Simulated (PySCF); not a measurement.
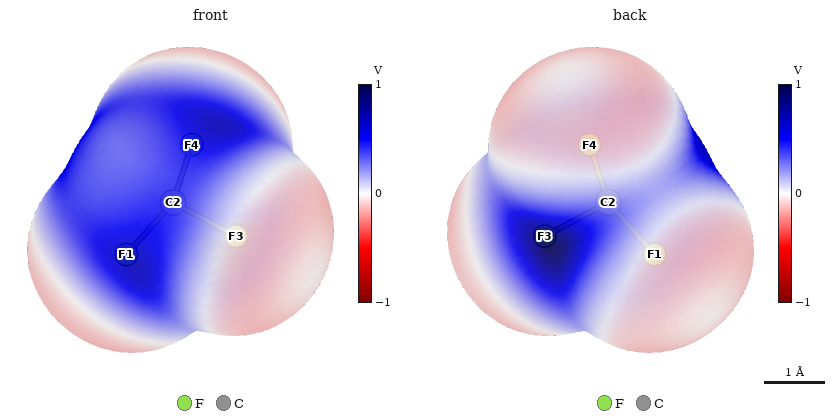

*CF3 (doublet). The electrostatic potential painted on the density surface at 0.001 e/bohr³, seen from the front and from behind; red is negative and blue positive.*

Geometry: PBE0-D3(BJ)/ma-def2-SVP.

These are results of DFT single point, gas phase, functional wB97X (PySCF), not measurements.

**Where is the surface potential most negative and most positive?**

The most negative region (about −0.1 V) lies over F1, F3 and F4, the most positive (about +0.9 V) over C2.
